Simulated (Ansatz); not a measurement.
# C3H8AlCl: basis-set convergence

How large a basis does C3H8AlCl need? Two functionals are run in growing sets.

Computed with Ansatz 0.2.0, Gaussian basis. Level: one geometry, several basis sets.

Plan: PBE0-D4/def2-SVP; ωB97M-V/def2-SVP; PBE0-D4/def2-QZVPP; ωB97M-V/def2-QZVPP; the functionals' def2-TZVPP values are taken from earlier runs.

### Step 1. The relaxed structure

An earlier PBE0-D4 in a triple-zeta def2 set relaxation fixed the geometry.

SMILES `CC(Cl)[CH2][AlH2]`, 13 atoms, charge 0, spin multiplicity 1.

Atoms are counted from 1 here; the program's logs count them from 0.

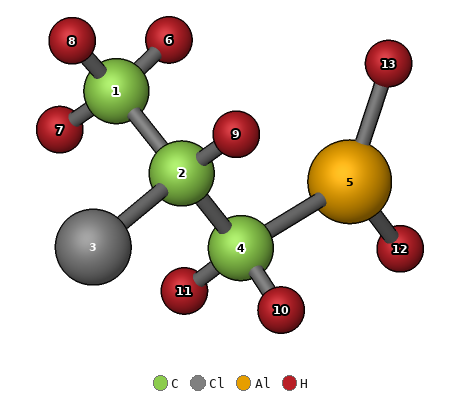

The geometry (carbon green, chlorine grey, aluminium amber, hydrogen red); atoms are numbered from 1 in the order of the file.

### Step 2. PBE0-D4 in def2-SVP

in.yaml

```yaml
crystal:
  periodic: [false, false, false]
  atoms:
    - {symbol: C, position_ang: [-1.435862, -0.580520, 0.267760]}
    - {symbol: C, position_ang: [0.037155, -0.880913, 0.429952]}
    - {symbol: Cl, position_ang: [0.281582, -2.668640, 0.191299]}
    - {symbol: C, position_ang: [0.916306, -0.093858, -0.507298]}
    - {symbol: Al, position_ang: [0.893406, 1.855934, -0.255216]}
    - {symbol: H, position_ang: [-1.628441, 0.470157, 0.512224]}
    - {symbol: H, position_ang: [-1.753520, -0.764242, -0.761148]}
    - {symbol: H, position_ang: [-2.043332, -1.196638, 0.930660]}
    - {symbol: H, position_ang: [0.337359, -0.723373, 1.467412]}
    - {symbol: H, position_ang: [1.961560, -0.413799, -0.406155]}
    - {symbol: H, position_ang: [0.648005, -0.316038, -1.547815]}
    - {symbol: H, position_ang: [1.557131, 2.784473, -1.357744]}
    - {symbol: H, position_ang: [0.249052, 2.492759, 1.050972]}
basis:
  gaussian: {orbitals: def2-SVP}
hamiltonian: {xc: pbe0, dispersion: d4}
output: {orbitals: {seedname: orbitals}}
```

Run with:

```console
> ansatz run in.yaml --threads 4 --pin off --events-out ev --progress --plain --max-ram 10444MiB
```

Standard output:

```text
Functional definition: PBE0
  name "PBE0"
  cite "Adamo & Barone, J. Chem. Phys. 110, 6158 (1999) doi:10.1063/1.478522"
  cite "Perdew, Burke & Ernzerhof, Phys. Rev. Lett. 77, 3865 (1996) doi:10.1103/PhysRevLett.77.3865"
  parent pbe
  parameter a = 0.25
  parameter kappa = 0.804
  parameter beta = 0.06672455060314922
  exchange = (1 - a)*pbe_x(kappa = kappa, mu = beta*pi^2/3) + a*exact_x
  correlation = pbe_c(beta = beta)
1377 factors; their error is unknown
mean field evaluation 1: about -22334.3776 eV, gradient 5.2e1 eV
mean field evaluation 2: about -22330.6491 eV, gradient 6.3e1 eV
mean field evaluation 4: about -22341.1135 eV, gradient 2.9e0 eV
mean field evaluation 8: about -22341.1327 eV, gradient 3.3e-2 eV
mean field evaluation 16: about -22341.2733 eV, gradient 7.2e-5 eV
mean field -22341.27325978 eV, -821.0266488382 hartree, gradient 7.2e-5 eV, S^2 0.000000; 0 other end points of the search recorded, 0 dependent functions left out
reference -22341.27329130 eV, -821.0266499964 hartree; 28, 28 occupied and 90, 90 virtual orbitals, 1377 factors
Total energy: -22341.52317591 eV, -821.0358330865 hartree
```

Wall time 0.85 s (4 threads of INTEL XEON PLATINUM 8581C at 2.30GHz, shared host); peak memory 0.61 GiB.

### Step 3. ωB97M-V in def2-SVP

in.yaml: that of step 2 with these lines changed.

```diff
@@ -18,3 +18,3 @@
   gaussian: {orbitals: def2-SVP}
-hamiltonian: {xc: pbe0, dispersion: d4}
+hamiltonian: {xc: {name: wB97M-V}}
 output: {orbitals: {seedname: orbitals}}
```

Launched as before.

Standard output (excerpt; [...] marks lines left out):

```text
Functional definition: wB97M-V
  name "wB97M-V"
  cite "Mardirossian & Head-Gordon, J. Chem. Phys. 144, 214110 (2016) doi:10.1063/1.4952647"
  cite "Becke, J. Chem. Phys. 107, 8554 (1997) doi:10.1063/1.475007"
  cite "Vydrov & Van Voorhis, J. Chem. Phys. 133, 244103 (2010) doi:10.1063/1.3521275"
  # Of w^i u^j: cxij and so on, Table III.
[...]
  gx(w, u) = 1 - cx + cx01*u + cx10*w
  gss(w, u) = css00 + css04*u^4 + css10*w + css20*w^2 + css43*w^4*u^3
  gos(w, u) = cos00 + cos10*w + (cos20 + cos21*u)*w^2 + (cos60 + cos61*u)*w^6
[...]
      + integral(e_c_pw_mod_opposite_spin*gos(b97_w_opposite, b97_u_opposite)) + vv10(b, c)
1351 factors; their error is unknown
348 factors; integrals over basis functions are off by at most 1.0e-5 eV
[...]
mean field -22349.34028161 eV, -821.3231064221 hartree, gradient 7.2e-5 eV, S^2 0.000000; 0 other end points of the search recorded, 0 dependent functions left out
reference -22349.34033143 eV, -821.3231082532 hartree; 28, 28 occupied and 90, 90 virtual orbitals, 1351 factors
Total energy: -22349.34033143 eV, -821.3231082532 hartree
```

Wall time 2.7 s (4 threads of INTEL XEON PLATINUM 8581C at 2.30GHz, shared host); peak memory 0.61 GiB.

### Step 4. PBE0-D4 in def2-QZVPP

in.yaml: that of step 3 with these lines changed.

```diff
@@ -17,4 +17,4 @@
 basis:
-  gaussian: {orbitals: def2-SVP}
-hamiltonian: {xc: {name: wB97M-V}}
+  gaussian: {orbitals: "def2-QZVPP.json"}
+hamiltonian: {xc: pbe0, dispersion: d4}
 output: {orbitals: {seedname: orbitals}}
```

Same command.

Standard output:

```text
Functional definition: PBE0
  name "PBE0"
  cite "Adamo & Barone, J. Chem. Phys. 110, 6158 (1999) doi:10.1063/1.478522"
  cite "Perdew, Burke & Ernzerhof, Phys. Rev. Lett. 77, 3865 (1996) doi:10.1103/PhysRevLett.77.3865"
  parent pbe
  parameter a = 0.25
  parameter kappa = 0.804
  parameter beta = 0.06672455060314922
  exchange = (1 - a)*pbe_x(kappa = kappa, mu = beta*pi^2/3) + a*exact_x
  correlation = pbe_c(beta = beta)
1796 factors; their error is unknown
mean field evaluation 1: about -22340.9638 eV, gradient 6.9e1 eV
mean field evaluation 2: about -22329.8109 eV, gradient 9.2e1 eV
mean field evaluation 4: about -22352.1150 eV, gradient 5.7e0 eV
mean field evaluation 8: about -22352.1825 eV, gradient 6.9e-2 eV
mean field evaluation 16: about -22352.1988 eV, gradient 5.6e-5 eV
mean field -22352.19882491 eV, -821.4281559508 hartree, gradient 5.6e-5 eV, S^2 0.000000; 0 other end points of the search recorded, 0 dependent functions left out
reference -22352.19887186 eV, -821.4281576763 hartree; 28, 28 occupied and 523, 523 virtual orbitals, 1796 factors
Total energy: -22352.44875647 eV, -821.4373407663 hartree
```

Wall time 7.5 s (4 threads of INTEL XEON PLATINUM 8581C at 2.30GHz, shared host); peak memory 2.5 GiB.

### Step 5. ωB97M-V in def2-QZVPP

in.yaml: that of step 4 with these lines changed.

```diff
@@ -18,3 +18,3 @@
   gaussian: {orbitals: "def2-QZVPP.json"}
-hamiltonian: {xc: pbe0, dispersion: d4}
+hamiltonian: {xc: {name: wB97M-V}}
 output: {orbitals: {seedname: orbitals}}
```

The command is unchanged.

Standard output (excerpt; [...] marks lines left out):

```text
Functional definition: wB97M-V
  name "wB97M-V"
  cite "Mardirossian & Head-Gordon, J. Chem. Phys. 144, 214110 (2016) doi:10.1063/1.4952647"
  cite "Becke, J. Chem. Phys. 107, 8554 (1997) doi:10.1063/1.475007"
  cite "Vydrov & Van Voorhis, J. Chem. Phys. 133, 244103 (2010) doi:10.1063/1.3521275"
  # Of w^i u^j: cxij and so on, Table III.
[...]
  gx(w, u) = 1 - cx + cx01*u + cx10*w
  gss(w, u) = css00 + css04*u^4 + css10*w + css20*w^2 + css43*w^4*u^3
  gos(w, u) = cos00 + cos10*w + (cos20 + cos21*u)*w^2 + (cos60 + cos61*u)*w^6
[...]
      + integral(e_c_pw_mod_opposite_spin*gos(b97_w_opposite, b97_u_opposite)) + vv10(b, c)
1737 factors; their error is unknown
455 factors; integrals over basis functions are off by at most 1.4e-5 eV
[...]
mean field -22360.42822523 eV, -821.7305808348 hartree, gradient 2.8e-5 eV, S^2 0.000000; 0 other end points of the search recorded, 0 dependent functions left out
reference -22360.42830102 eV, -821.7305836198 hartree; 28, 28 occupied and 523, 523 virtual orbitals, 1737 factors
Total energy: -22360.42830102 eV, -821.7305836198 hartree
```

Run time: 16 s. Hardware: 4 threads of INTEL XEON PLATINUM 8581C at 2.30GHz, shared host; peak memory 2.7 GiB.

### Step 6. Density functionals: the series

The def2-TZVPP values come from earlier runs at the same geometry.

```
functional       basis  functions  energy (eV)  from the largest (eV)  HOMO (eV)  LUMO (eV)
   PBE0-D4    def2-SVP        118  -22341.5232                 10.926      -7.66      -1.57
   PBE0-D4  def2-TZVPP        289  -22351.6845                  0.764      -7.77      -1.61
   PBE0-D4  def2-QZVPP        551  -22352.4488                  0.000      -7.80      -1.64
   ωB97M-V    def2-SVP        118  -22349.3403                 11.088      -9.84       0.11
   ωB97M-V  def2-TZVPP        289  -22359.6859                  0.742      -9.97      -0.03
   ωB97M-V  def2-QZVPP        551  -22360.4283                  0.000     -10.00      -0.20
```

### Step 7. What came out

```
                                       quantity           value
PBE0-D4: double and triple zeta above quadruple  10.93, 0.76 eV
ωB97M-V: double and triple zeta above quadruple  11.09, 0.74 eV
```

In words: For PBE0-D4 the step from double to triple zeta gains 10.16 eV and the next only 0.76 eV. Total energies overstate the basis error of differences, where much of it tends to cancel.

For PBE0-D4 the largest set took about 9 times as long as the smallest (7.5 s against 0.85 s).
